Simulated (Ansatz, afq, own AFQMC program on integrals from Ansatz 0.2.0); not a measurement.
**HCl2 (doublet): AFQMC on the coupled-cluster ladder at distance Cl1–H2 along a hydrogen transfer = 1.279 Å, cc-pVTZ**

How near does AFQMC come to the top of the ladder for HCl2 (doublet)?

Program: Ansatz 0.2.0, Gaussian basis, and an in-house AFQMC program (afq) on its integrals; all values are calculated. Level of theory: cc-pVTZ, frozen cores. These are calculated values, not measurements.

Plan: PBE (unrestricted); CCSD(T) on UHF; r2SCAN (unrestricted); PBE0 (unrestricted); B3LYP (unrestricted); wB97M-V (unrestricted); B2PLYP (unrestricted); CCSDT(Q) on UHF; Phaseless AFQMC, CISD trial on UHF.

**1. The geometry**

The geometry derives from fragments relaxed apart (PBE0/def2-TZVP) and kept rigid, so it is no stationary point. A hydrogen atom is moved between rigid fragments.

3 atoms, charge 0, spin multiplicity 2.

Atoms are counted from 1 here; the program's logs count them from 0.

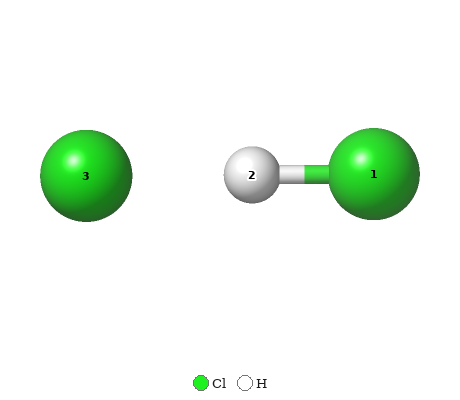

The structure; chlorine green, hydrogen white; atoms are numbered from 1 in the order of the file.

**2. PBE (unrestricted)**

Input file in.yaml:

```yaml
crystal:
  periodic: [false, false, false]
  atoms:
    - {symbol: Cl, position_ang: [0.000000, 0.000000, -1.435267]}
    - {symbol: H, position_ang: [0.000000, 0.000000, -0.156467]}
    - {symbol: Cl, position_ang: [0.000000, 0.000000, 1.591733]}
basis:
  gaussian: {orbitals: cc-pVTZ}
magnetization: {spin_polarized: true, initial_magnetization: 1}
hamiltonian: {xc: {name: PBE}}
output: {orbitals: {seedname: orbitals}}
```

On the command line:

```sh
$ ansatz run in.yaml --threads 1 --pin off --events-out ev --progress --plain --max-ram 8192MiB --backend cpu
```

What it wrote:

```text
Functional definition: PBE
  name "PBE"
  cite "Perdew, Burke & Ernzerhof, Phys. Rev. Lett. 77, 3865 (1996) doi:10.1103/PhysRevLett.77.3865"
  parent pbe
  parameter kappa = 0.804
  parameter beta = 0.06672455060314922
  exchange = pbe_x(kappa = kappa, mu = beta*pi^2/3)
  correlation = pbe_c(beta = beta)
606 factors; their error is unknown
mean field evaluation 1: about -25050.2083 eV, gradient 9.7e0 eV
mean field evaluation 2: about -25043.9379 eV, gradient 2.8e1 eV
mean field evaluation 4: about -25050.7412 eV, gradient 2.2e0 eV
mean field evaluation 8: about -25050.7812 eV, gradient 1.5e-1 eV
mean field evaluation 16: about -25050.7615 eV, gradient 4.6e-4 eV
mean field evaluation 32: about -25050.3694 eV, gradient 1.7e-1 eV
mean field evaluation 64: about -25050.6926 eV, gradient 1.6e-5 eV
mean field evaluation 96: about -25050.7542 eV, gradient 6.4e-1 eV
mean field -25050.76154710 eV, -920.5985068399 hartree, gradient 6.3e-6 eV, S^2 0.752024; 12 other end points of the search recorded, 0 dependent functions left out
reference -25050.76157581 eV, -920.5985078949 hartree; 18, 17 occupied and 64, 65 virtual orbitals, 606 factors
Total energy: -25050.76157581 eV, -920.5985078949 hartree
```

Wall time 10 s (1 thread of AMD EPYC 7R13 (Zen 3), shared host); peak memory 0.71 GiB.

From the report: ⟨S²⟩ of the determinant 0.752 (pure doublet: 0.75).

**3. CCSD(T) on UHF**

in.yaml: that of step 2 with these lines changed.

```diff
@@ -9,3 +9,2 @@
 magnetization: {spin_polarized: true, initial_magnetization: 1}
-hamiltonian: {xc: {name: PBE}}
-output: {orbitals: {seedname: orbitals}}
+correlation: {method: ccsd_t, electrons: outside_noble_gas, hamiltonian_folder: ham}
```

On the command line:

```sh
$ ansatz run in.yaml --threads 1 --pin off --events-out ev --progress --plain --max-ram 24576MiB --backend cuda --devices 0, --max-vram 18GiB
```

What it wrote (excerpt; [...] marks lines left out):

```text
Functional definition: HF
  name "HF"
  cite "Fock, Z. Phys. 61, 126 (1930) doi:10.1007/BF01340294"
  parent pbe
[...]
477 factors; integrals over basis functions are off by at most 1.4e-3 eV
[...]
mean field -25022.67441719 eV, -919.5663238538 hartree, gradient 6.7e-6 eV, S^2 0.767250; 9 other end points of the search recorded, 0 dependent functions left out
determinant -25022.67441719 eV, -919.5663238538 hartree, with singles and doubles -25033.94334740 eV, -919.9804494007 hartree
determinant -25022.64990998 eV, -919.5654232306 hartree, with singles and doubles -25033.84525286 eV, -919.9768444927 hartree
determinant -25020.02009903 eV, -919.4687794604 hartree, with singles and doubles -25031.94910107 eV, -919.9071621999 hartree
determinant -25022.67441719 eV, -919.5663238538 hartree, with singles and doubles -25033.94380638 eV, -919.9804662679 hartree
determinant -25022.64990998 eV, -919.5654232306 hartree, with singles and doubles -25033.84650294 eV, -919.9768904323 hartree
10 core orbitals not correlated: weight in the atoms' cores, before any rotation towards them, 1.000 or more for the frozen orbitals, at most 0.000 for the correlated occupied ones
reference -25022.67441719 eV, -919.5663238538 hartree; 8, 7 occupied and 64, 65 virtual orbitals, 477 factors
second order -10.15037425 eV of doubles, -0.00000000 eV of singles
cycle   1  -11.26938672 eV  change    2.5e-6 eV  update   1.2e-6
perturbative correction -0.40841888 eV, -0.0150091171 hartree
Total energy: -25034.35222280 eV, -919.9954752944 hartree
```

Wall time 61 s (1 × NVIDIA H100 80GB HBM3 with 1 thread of AMD EPYC 7R13 (Zen 3), shared host); peak host memory 0.8 GiB.

From the report: ⟨S²⟩ of the determinant 0.767 (pure doublet: 0.75); correlation -11.6778 eV; T1 0.011; largest double amplitude 0.04.

This run also writes the integrals to the folder ham.

**4. r2SCAN (unrestricted)**

in.yaml: that of step 3 with these lines changed.

```diff
@@ -9,2 +9,2 @@
 magnetization: {spin_polarized: true, initial_magnetization: 1}
-correlation: {method: ccsd_t, electrons: outside_noble_gas, hamiltonian_folder: ham}
+hamiltonian: {xc: {name: r2SCAN}}
```

On the command line:

```sh
$ ansatz run in.yaml --threads 1 --pin off --events-out ev --progress --plain --max-ram 8192MiB --backend cpu
```

What it wrote (excerpt; [...] marks lines left out):

```text
Functional definition: r2SCAN
  name "r2SCAN"
  cite "Furness, Kaplan, Ning, Perdew & Sun, J. Phys. Chem. Lett. 11, 8208 (2020) doi:10.1021/acs.jpclett.0c02405"
  cite "Furness, Kaplan, Ning, Perdew & Sun, J. Phys. Chem. Lett. 11, 9248 (2020) doi:10.1021/acs.jpclett.0c03077"
  parent r2scan
[...]
606 factors; their error is unknown
[...]
mean field -25059.24163036 eV, -920.9101441515 hartree, gradient 4.7e-6 eV, S^2 0.755835; 14 other end points of the search recorded, 0 dependent functions left out
reference -25059.24163771 eV, -920.9101444216 hartree; 18, 17 occupied and 64, 65 virtual orbitals, 606 factors
Total energy: -25059.24163771 eV, -920.9101444216 hartree
```

Run time: 41 s. Hardware: 1 thread of AMD EPYC 7R13 (Zen 3), shared host; peak memory 0.71 GiB.

From the report: ⟨S²⟩ of the determinant 0.756 (pure doublet: 0.75).

**5. PBE0 (unrestricted)**

in.yaml: that of step 4 with these lines changed.

```diff
@@ -9,2 +9,3 @@
 magnetization: {spin_polarized: true, initial_magnetization: 1}
-hamiltonian: {xc: {name: r2SCAN}}
+hamiltonian: {xc: {name: PBE0}}
+output: {orbitals: {seedname: orbitals}}
```

The command is unchanged.

What it wrote:

```text
Functional definition: PBE0
  name "PBE0"
  cite "Adamo & Barone, J. Chem. Phys. 110, 6158 (1999) doi:10.1063/1.478522"
  cite "Perdew, Burke & Ernzerhof, Phys. Rev. Lett. 77, 3865 (1996) doi:10.1103/PhysRevLett.77.3865"
  parent pbe
  parameter a = 0.25
  parameter kappa = 0.804
  parameter beta = 0.06672455060314922
  exchange = (1 - a)*pbe_x(kappa = kappa, mu = beta*pi^2/3) + a*exact_x
  correlation = pbe_c(beta = beta)
658 factors; their error is unknown
mean field evaluation 1: about -25052.1501 eV, gradient 7.3e0 eV
mean field evaluation 2: about -25051.4708 eV, gradient 1.2e1 eV
mean field evaluation 4: about -25052.4414 eV, gradient 1.5e0 eV
mean field evaluation 8: about -25052.4592 eV, gradient 1.1e-1 eV
mean field evaluation 16: about -25052.6106 eV, gradient 7.1e-5 eV
mean field evaluation 32: about -25052.6925 eV, gradient 5.6e-3 eV
mean field -25052.69247363 eV, -920.6694670810 hartree, gradient 4.3e-6 eV, S^2 0.755618; 3 other end points of the search recorded, 0 dependent functions left out
reference -25052.69249456 eV, -920.6694678501 hartree; 18, 17 occupied and 64, 65 virtual orbitals, 658 factors
Total energy: -25052.69249456 eV, -920.6694678501 hartree
```

Wall time 9 s (1 thread of AMD EPYC 7R13 (Zen 3), shared host); peak memory 0.71 GiB.

From the report: ⟨S²⟩ of the determinant 0.756 (pure doublet: 0.75).

**6. B3LYP (unrestricted)**

in.yaml: that of step 5 with these lines changed.

```diff
@@ -9,3 +9,2 @@
 magnetization: {spin_polarized: true, initial_magnetization: 1}
-hamiltonian: {xc: {name: PBE0}}
-output: {orbitals: {seedname: orbitals}}
+hamiltonian: {xc: {name: B3LYP}}
```

The command is unchanged.

What it wrote (excerpt; [...] marks lines left out):

```text
Functional definition: B3LYP
  name "B3LYP"
  cite "Stephens, Devlin, Chabalowski & Frisch, J. Phys. Chem. 98, 11623 (1994) doi:10.1021/j100096a001"
  cite "Becke, Phys. Rev. A 38, 3098 (1988) doi:10.1103/PhysRevA.38.3098"
  cite "Lee, Yang & Parr, Phys. Rev. B 37, 785 (1988) doi:10.1103/PhysRevB.37.785"
  cite "Vosko, Wilk & Nusair, Can. J. Phys. 58, 1200 (1980) doi:10.1139/p80-159"
[...]
636 factors; their error is unknown
[...]
mean field -25061.91715921 eV, -921.0084680235 hartree, gradient 6.2e-6 eV, S^2 0.754432; 3 other end points of the search recorded, 0 dependent functions left out
reference -25061.91736611 eV, -921.0084756267 hartree; 18, 17 occupied and 64, 65 virtual orbitals, 636 factors
Total energy: -25061.91736611 eV, -921.0084756267 hartree
```

Run time: 9 s. Hardware: 1 thread of AMD EPYC 7R13 (Zen 3), shared host; peak memory 0.71 GiB.

From the report: ⟨S²⟩ of the determinant 0.754 (pure doublet: 0.75).

**7. wB97M-V (unrestricted)**

in.yaml: that of step 6 with these lines changed.

```diff
@@ -9,2 +9,3 @@
 magnetization: {spin_polarized: true, initial_magnetization: 1}
-hamiltonian: {xc: {name: B3LYP}}
+hamiltonian: {xc: {name: wB97M-V}}
+output: {orbitals: {seedname: orbitals}}
```

Launched as before.

What it wrote (excerpt; [...] marks lines left out):

```text
Functional definition: wB97M-V
  name "wB97M-V"
  cite "Mardirossian & Head-Gordon, J. Chem. Phys. 144, 214110 (2016) doi:10.1063/1.4952647"
  cite "Becke, J. Chem. Phys. 107, 8554 (1997) doi:10.1063/1.475007"
  cite "Vydrov & Van Voorhis, J. Chem. Phys. 133, 244103 (2010) doi:10.1063/1.3521275"
  # Of w^i u^j: cxij and so on, Table III.
[...]
  gx(w, u) = 1 - cx + cx01*u + cx10*w
  gss(w, u) = css00 + css04*u^4 + css10*w + css20*w^2 + css43*w^4*u^3
  gos(w, u) = cos00 + cos10*w + (cos20 + cos21*u)*w^2 + (cos60 + cos61*u)*w^6
[...]
      + integral(e_c_pw_mod_opposite_spin*gos(b97_w_opposite, b97_u_opposite)) + vv10(b, c)
612 factors; their error is unknown
100 factors; integrals over basis functions are off by at most 8.7e-5 eV
[...]
mean field -25059.52045775 eV, -920.9203908695 hartree, gradient 9.5e-6 eV, S^2 0.753963; 1 other end points of the search recorded, 0 dependent functions left out
reference -25059.52048676 eV, -920.9203919353 hartree; 18, 17 occupied and 64, 65 virtual orbitals, 612 factors
Total energy: -25059.52048676 eV, -920.9203919353 hartree
```

It took 18 s on 1 thread of AMD EPYC 7R13 (Zen 3), shared host; peak memory 0.71 GiB.

From the report: ⟨S²⟩ of the determinant 0.754 (pure doublet: 0.75).

**8. B2PLYP (unrestricted)**

in.yaml: that of step 7 with these lines changed.

```diff
@@ -9,3 +9,3 @@
 magnetization: {spin_polarized: true, initial_magnetization: 1}
-hamiltonian: {xc: {name: wB97M-V}}
-output: {orbitals: {seedname: orbitals}}
+hamiltonian: {xc: {name: B2PLYP}}
+correlation: {electrons: outside_noble_gas}
```

Launched as before.

What it wrote (excerpt; [...] marks lines left out):

```text
Functional definition: B2PLYP
  name "B2PLYP"
  cite "Grimme, J. Chem. Phys. 124, 034108 (2006) doi:10.1063/1.2148954"
  cite "Becke, Phys. Rev. A 38, 3098 (1988) doi:10.1103/PhysRevA.38.3098"
  cite "Lee, Yang & Parr, Phys. Rev. B 37, 785 (1988) doi:10.1103/PhysRevB.37.785"
[...]
477 factors; integrals over basis functions are off by at most 1.4e-3 eV
[...]
mean field -25050.54366640 eV, -920.5904998719 hartree, gradient 1.2e-6 eV, S^2 0.759293; 4 other end points of the search recorded, 0 dependent functions left out
10 core orbitals not correlated: weight in the atoms' cores, before any rotation towards them, 1.000 or more for the frozen orbitals, at most 0.000 for the correlated occupied ones
reference -25050.54379879 eV, -920.5905047370 hartree; 8, 7 occupied and 64, 65 virtual orbitals, 477 factors
second order -12.35270709 eV of doubles, -0.00000000 eV of singles
Total energy: -25053.87902970 eV, -920.7130722124 hartree
```

Wall time 7 s (1 thread of AMD EPYC 7R13 (Zen 3), shared host); peak memory 0.71 GiB.

From the report: ⟨S²⟩ of the determinant 0.759 (pure doublet: 0.75).

**9. CCSDT(Q) on UHF**

in.yaml: that of step 8 with these lines changed.

```diff
@@ -9,3 +9,2 @@
 magnetization: {spin_polarized: true, initial_magnetization: 1}
-hamiltonian: {xc: {name: B2PLYP}}
-correlation: {electrons: outside_noble_gas}
+correlation: {method: ccsdt_q, electrons: outside_noble_gas}
```

On the command line:

```sh
$ ansatz run in.yaml --threads 1 --pin off --events-out ev --progress --plain --max-ram 24576MiB --backend cuda --devices 0, --max-vram 18GiB
```

What it wrote (excerpt; [...] marks lines left out):

```text
Functional definition: HF
  name "HF"
  cite "Fock, Z. Phys. 61, 126 (1930) doi:10.1007/BF01340294"
  parent pbe
[...]
922 factors; integrals over basis functions are off by at most 2.4e-7 eV
[...]
mean field -25022.67443334 eV, -919.5663244475 hartree, gradient 9.2e-6 eV, S^2 0.767250; 9 other end points of the search recorded, 0 dependent functions left out
determinant -25022.67443334 eV, -919.5663244475 hartree, with singles and doubles -25033.94336189 eV, -919.9804499332 hartree
determinant -25022.64992828 eV, -919.5654239030 hartree, with singles and doubles -25033.84527027 eV, -919.9768451327 hartree
determinant -25020.02011861 eV, -919.4687801800 hartree, with singles and doubles -25031.94911168 eV, -919.9071625897 hartree
determinant -25022.67443334 eV, -919.5663244475 hartree, with singles and doubles -25033.94382092 eV, -919.9804668024 hartree
determinant -25022.64992828 eV, -919.5654239030 hartree, with singles and doubles -25033.84651984 eV, -919.9768910536 hartree
10 core orbitals not correlated: weight in the atoms' cores, before any rotation towards them, 1.000 or more for the frozen orbitals, at most 0.000 for the correlated occupied ones
reference -25022.67443334 eV, -919.5663244475 hartree; 8, 7 occupied and 64, 65 virtual orbitals, 922 factors
second order -10.15040560 eV of doubles, -0.00000000 eV of singles
cycle   1  -10.98129286 eV  change   -8.3e-1 eV  update   7.6e-2
[...]
cycle  15  -11.70972291 eV  change   -6.0e-7 eV  update   5.6e-7
perturbative correction -0.01632769 eV, -0.0006000314 hartree
Total energy: -25034.40048394 eV, -919.9972488588 hartree
```

It took 2.3 min on 1 × NVIDIA H100 80GB HBM3 with 1 thread of AMD EPYC 7R13 (Zen 3), shared host; peak host memory 1.3 GiB.

From the report: ⟨S²⟩ of the determinant 0.767 (pure doublet: 0.75); correlation -11.7261 eV; T1 0.012; largest double amplitude 0.04.

**10. Phaseless AFQMC, CISD trial on UHF**

It reads the integrals that the CCSD(T) run on this determinant wrote.

On the command line:

```sh
$ afq ham --method phaseless --trial cisd --walkers 2500 --populations 20 --least-time 60 --time-step 0.005 --steps-per-block 50 --equilibration-blocks 28 --max-blocks 4000 --target-error 0.00023 --factor-cut 1e-05 --start spin_pure --seed 2695 --release-times 0.24,0.51,0.99,1.5 --release-step 0.03 --release-every 4 --taylor-order 6
```

What it wrote:

```text
orbitals 72  electrons 8 7  factors 463 of 477
reference energy -919.56632385 Eh
CCSD correlation -0.41414237 Eh in 10 cycles, weight of the determinant in the CISD state 0.8564
energy of the start -919.979491 Eh
 block  time / (1/Eh)  mean weight  energy / Eh
     1     0.250  0.9996  -919.972544
     2     0.500  1.0000  -919.979628
     3     0.750  1.0002  -919.985182
     4     1.000  0.9997  -919.990536
     5     1.250  0.9998  -919.991171
     6     1.500  1.0000  -919.993507
     7     1.750  1.0000  -919.994285
     8     2.000  1.0001  -919.995203
     9     2.250  0.9995  -919.997414
    10     2.500  0.9998  -919.996036
    11     2.750  1.0003  -919.996676
    13     3.250  1.0004  -919.996779
    15     3.750  1.0000  -919.997997
    17     4.250  0.9998  -919.996307
    19     4.750  1.0000  -919.995573
    21     5.250  1.0001  -919.996841
    23     5.750  0.9998  -919.996636
    25     6.250  0.9997  -919.996297
    27     6.750  0.9998  -919.995929
    29     7.250  1.0000  -919.996271
    31     7.750  1.0002  -919.995567
    33     8.250  0.9999  -919.995569
    35     8.750  0.9998  -919.996749
    37     9.250  1.0001  -919.998808
    39     9.750  1.0002  -919.997143
    41    10.250  0.9999  -919.994670
    43    10.750  0.9996  -919.998743
    45    11.250  1.0005  -919.998065
    47    11.750  1.0002  -919.996632
    49    12.250  1.0004  -919.996189
    51    12.750  1.0003  -919.995369
    53    13.250  1.0008  -919.997107
    55    13.750  1.0002  -919.998645
    57    14.250  0.9997  -919.999697
    59    14.750  0.9993  -919.997381
    61    15.250  1.0002  -919.995487
    63    15.750  1.0005  -919.994808
    65    16.250  1.0008  -919.996858
    67    16.750  1.0003  -919.996587
    69    17.250  1.0000  -919.996060
    71    17.750  1.0001  -919.995482
    73    18.250  0.9996  -919.994647
    75    18.750  0.9995  -919.996780
    77    19.250  1.0006  -919.995252
    79    19.750  1.0005  -919.996920
    81    20.250  0.9995  -919.995943
    83    20.750  0.9996  -919.995560
    85    21.250  0.9994  -919.996767
    87    21.750  0.9999  -919.996912
error from the spread of 20 populations
released: time / (1/Eh)  energy / Eh  error  mean overlap
  0.24  -919.996865  0.000188  0.9990
  0.51  -919.997250  0.000191  0.9931
  0.99  -919.997197  0.000244  0.9917
  1.50  -919.997475  0.000306  0.9862
energy -919.996601 +/- 0.000225 Eh
```

Run time: 2.9 min. Hardware: 1 × NVIDIA H100 80GB HBM3 with 1 thread of AMD EPYC 7R13 (Zen 3), shared host; peak host memory 1.5 GiB.

Energy -25034.3829 ± 0.0061 eV. Caveats: constraint bias not in the error.

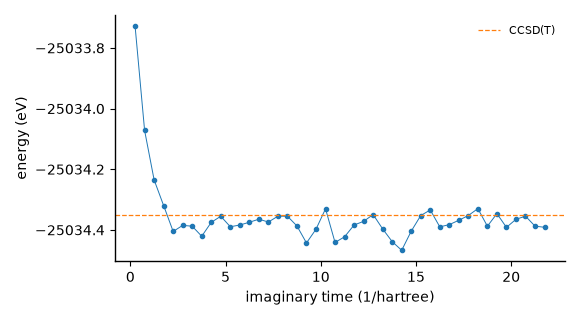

Block energies along the walk.

**11. All levels side by side**

On the UHF determinant, counted from CCSDT(Q) (a yardstick, not exact):

```tsv
level	energy (eV)	from CCSDT(Q) (meV)	statistical error (meV)	time
HF	-25022.6744	+11726.1		
MP2	-25032.8248	+1575.7		
CCSD	-25033.9438	+456.7		
CCSD(T)	-25034.3522	+48.3		
CCSDT(Q)	-25034.4005	0.0		
Phaseless AFQMC, CISD trial, step 0.005, 2500 walkers	-25034.3829	+17.6	6.1	2.9 min
```

The functionals' totals stand on their own zeros and serve differences with other points: PBE -25050.762 eV; r2SCAN -25059.242 eV; PBE0 -25052.692 eV; B3LYP -25061.917 eV; wB97M-V -25059.520 eV; B2PLYP -25053.879 eV.

**12. Summary of results**

| quantity | value |
| --- | --- |
| CCSD(T) on UHF from CCSDT(Q) | +48.3 meV |
| Phaseless AFQMC, CISD trial on UHF from CCSDT(Q) | +17.6 ± 6.1 meV |

**Reading.** On UHF the phaseless walk with the CISD trial lies +17.6 meV from CCSDT(Q), within three error bars. Error bars are statistical and leave out the constraint, the time step and what remains of the start.
